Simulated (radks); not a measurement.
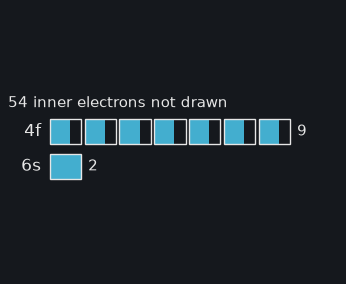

Fig. 1: The outer shells as the input fills them: a box for each of the 2l + 1 orbitals, shaded by the share of the shell that is filled, with the electron count at the right.

**Run report: Tb, atomic calculation**

- system: Tb, configuration [Xe] 4f9 6s2.
- method: scalar-relativistic Kohn-Sham, PBE, spin-unpolarised, spherical densities, point nucleus (radks)

What the run reported:

- outcome: not converged
- total energy: −11174.4644 hartree
- kinetic energy: 11424.6572 hartree
- electron–nucleus energy: −24910.6568 hartree
- Hartree energy: 2510.7318 hartree
- exchange–correlation energy: −199.196589 hartree
- SCF iterations: 96
- hardware: 1 thread of Intel Xeon, 108 GiB of memory available, shared host
- wall time: 2.9 s

What went wrong:

A numerical setting was moved from its usual value: mixing history nhist = 1, mixing factor beta = 1. The run did not meet its convergence test in 96 iterations, so its last values are not results.

Input:
```
Z 65
configuration [Xe] 4f9 6s2
relativity scalar-relativistic
functional pbe,pbe
spin unpolarised
nucleus point
c 137.035999084
history 1
mixing 1
max_iterations 96
```

Energies in input and log are in hartree, lengths in bohr.

Launched within a batch (the task file carries these settings):
```bash
python <driver script> task.json out
```

Output:
```
1s      1   2.0000       -1872.80617073
2s      1   2.0000        -286.00127459
2p      1   6.0000        -250.30543176
3s      1   2.0000         -46.82576112
3p      1   6.0000         -35.96418796
3d      1  10.0000         -21.01401035
4s      1   2.0000          -2.46727881
4p      1   6.0000          -0.36416122
4d      1  10.0000           0.00018422
4f      1   9.0000           0.00027101
5s      1   2.0000           0.00005364
5p      1   6.0000           0.00011173
6s      1   2.0000           0.00021651
Etot -11174.464423075775
Ekin 11424.657177287248
Encl -24910.656846274385
Eh 2510.7318348491617
Exc -199.19658893779834
err 51.45768206974038
it 96
```
